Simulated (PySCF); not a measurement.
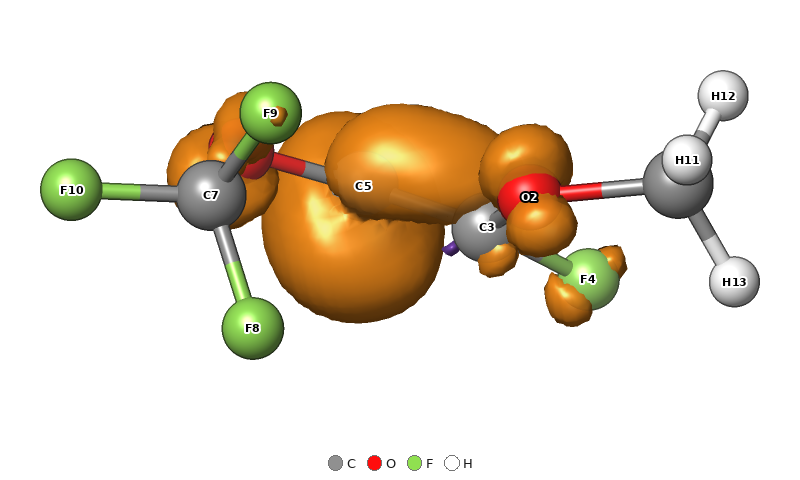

Figure 1: C4H3F4O2 (SMILES CO/C(F)=[C]\OC(F)(F)F) (doublet). Isosurfaces of the spin density (α minus β) at +0.04 (orange) and −0.04 e/Å³ (purple), seen from one side.

Geometry: GFN2-xTB.

All numbers below come from PySCF 2.14.0, density-fitted response routines, UKS B3LYP, pcH-1 on C F H O, non-relativistic, mean-field spin-orbit, GIAO.

```xyz
13

C    -2.1086    0.0126    0.6613
O    -0.7347   -0.0038    0.3044
C    -0.3257    0.7539   -0.7144
F    -1.1789    1.7259   -1.0722
C     0.6944    0.4686   -1.5351
O     1.7666   -0.3024   -1.3132
C     2.1829   -0.5792   -0.0648
F     2.0877    0.4523    0.7755
F     1.5033   -1.5895    0.4894
F     3.4568   -0.9476   -0.1058
H    -2.1949   -0.6616    1.5101
H    -2.7262   -0.3484   -0.1647
H    -2.4272    1.0196    0.9402
```

Describe the spin distribution.

Answer. The unpaired spin (1 electron) lies mostly on C5 (about 0.6), C3 (about 0.1) and O6 (about 0.1), in electrons by Hirshfeld's partition.
